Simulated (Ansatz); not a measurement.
BF₂H₃Si (SMILES B[SiH](F)F)

```xyz
7

B    -0.7519    0.9444   -0.0836
Si    0.5144   -0.6145    0.0366
F     0.6046   -1.1795    1.5244
F     0.0283   -1.8325   -0.8694
H    -1.3463    1.1752   -1.0932
H    -0.8809    1.7013    0.8309
H     1.8929   -0.2625   -0.3914
```

Geometry: PBE0-D4/def2-TZVP.

Theory: RKS PBE0-D4/def2-TZVPP in Ansatz.

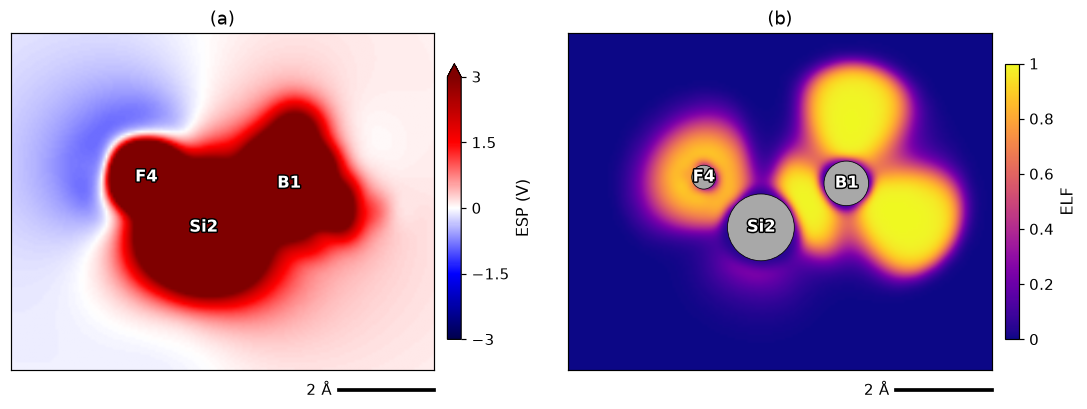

Figure 1. (a) electrostatic potential; (b) electron localisation function on the plane of atoms B1, Si2 and F4. Grey discs cover the atomic cores in the ELF map.

### What do the fields say about this system?

Atoms in the plane: B, Si and F. Si–F (1.59 Å): the ELF peaks at about 0.85 in the valence shell of F, 0.6 Å from its nucleus, and is about 0.55 at the midpoint. Si–B (2.01 Å): the ELF peaks at about 1 between the atoms: a covalent bond. The ELF also peaks beside F4, away from the bonds: lone-pair regions. Outside the dense part of the molecule the potential is most negative (−0.9 V) near F4.

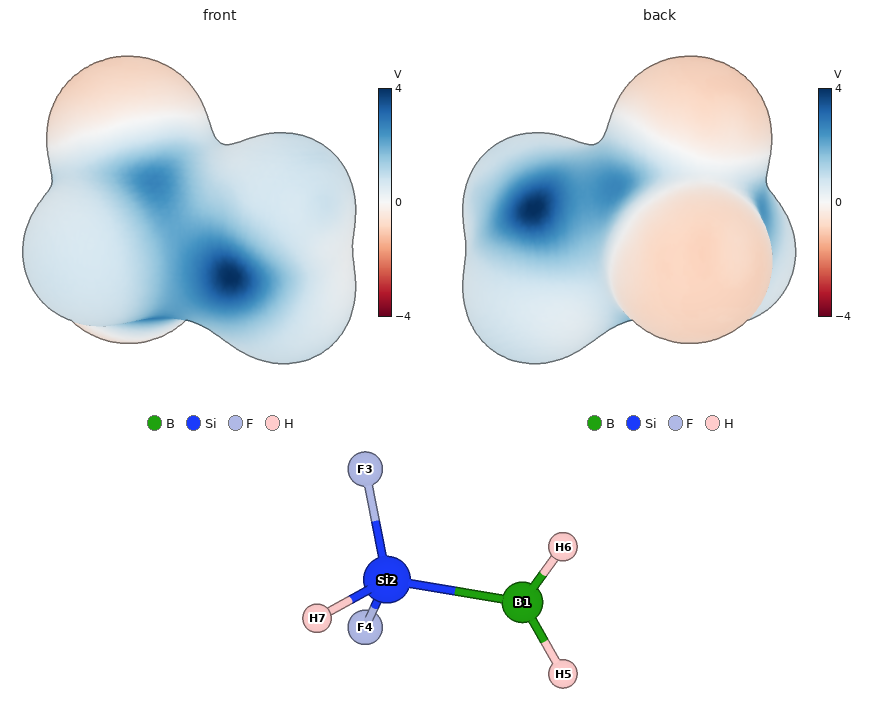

Figure 2. The molecular electrostatic potential painted on the density surface at 0.004 e/bohr³, seen from the front and from behind; red is negative and blue positive. The bare structure is drawn below in the same view.

### Which sites attract a positive test charge, and which a negative one?

A positive charge is drawn to the negative regions and a negative charge to the positive ones. The most negative region (about −0.9 V, or −21 kcal/mol for a unit charge) lies over F3 and F4, the most positive (about +3.9 V, or +90 kcal/mol for a unit charge) over B1.

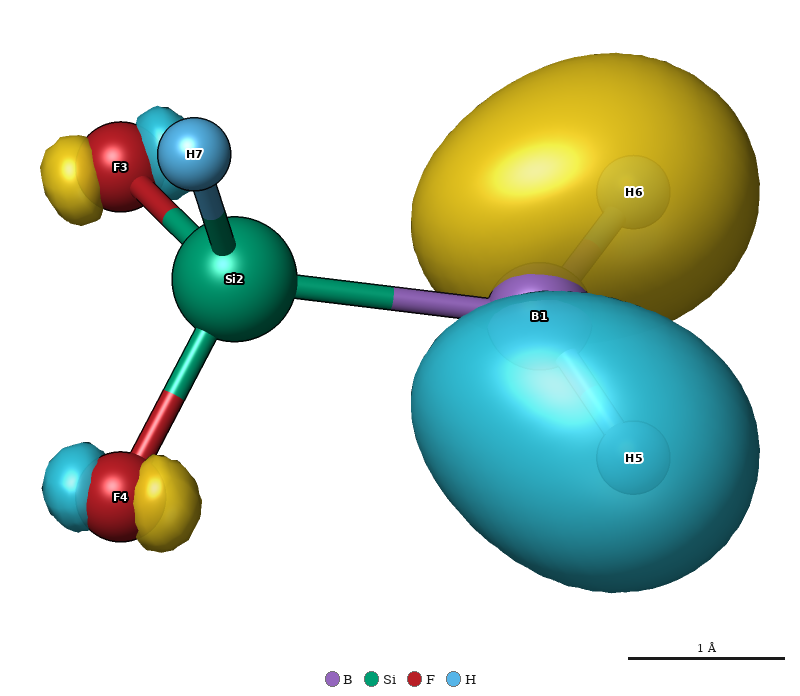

Figure 3. The HOMO−1 at ±0.15 Å⁻³ᐟ² (yellow and cyan are the two phases), seen at a tilt.

### Describe this orbital and give its energy.

By Hirshfeld shares it lies mainly on B1 (about 40 %), H5 (about 25 %) and H6 (about 25 %). Its energy is −10.48 eV.
